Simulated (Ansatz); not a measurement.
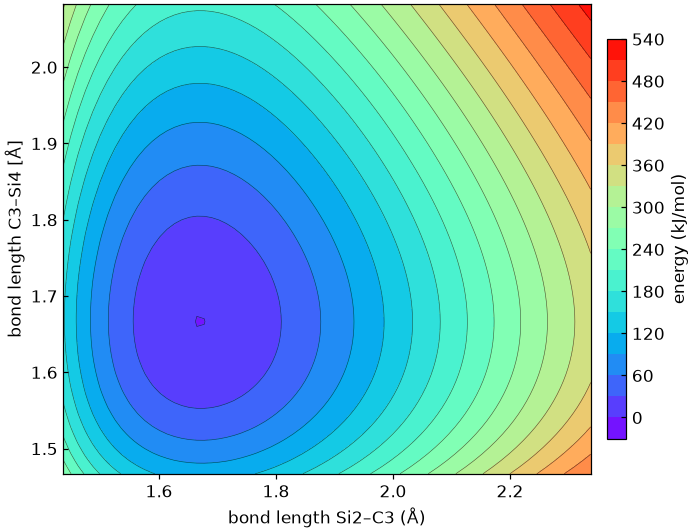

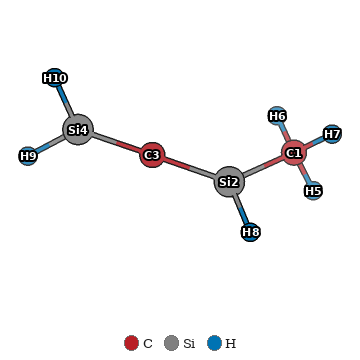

Energy landscape of C₂H₆Si₂, SMILES C[SiH]=C=[SiH2]. 
- The first coordinate is: bond length Si2–C3; the second: bond length C3–Si4.
- Nothing is relaxed (all other coordinates rigid).
- Grid: 7 × 7 points.
- Energies are in kJ/mol, from the relaxed molecule at the same level.
- These are results of Ansatz, RKS r2SCAN0-D4/def2-TZVP, not measurements.

Drawn: filled contours. Between grid points the surface is interpolated. The second picture is the structure at the lowest point.

> What does the map say about the system?

The lowest grid point is at bond length Si2–C3 = 1.737 Å, bond length C3–Si4 = 1.672 Å, 8 kJ/mol from the relaxed molecule at the same level. The bottom of the well lies between grid points, at about bond length Si2–C3 = 1.669 Å, bond length C3–Si4 = 1.666 Å, about 7.9 kJ/mol lower on the interpolated surface. No other kind of well shows on this grid. The highest grid point, bond length Si2–C3 = 2.338 Å, bond length C3–Si4 = 2.083 Å, lies 515 kJ/mol above the lowest. Round the minimum the contours are nearly round: the two directions are equally stiff and uncoupled.

Each point was launched as `ansatz run input.yaml --threads 1 --pin off --max-ram 2560MiB --backend cpu --events-out ev --progress --plain --runs-dir out`. Time for the 49 points that were run: 12 min on 1 thread of Arm Neoverse V1, on a shared host.
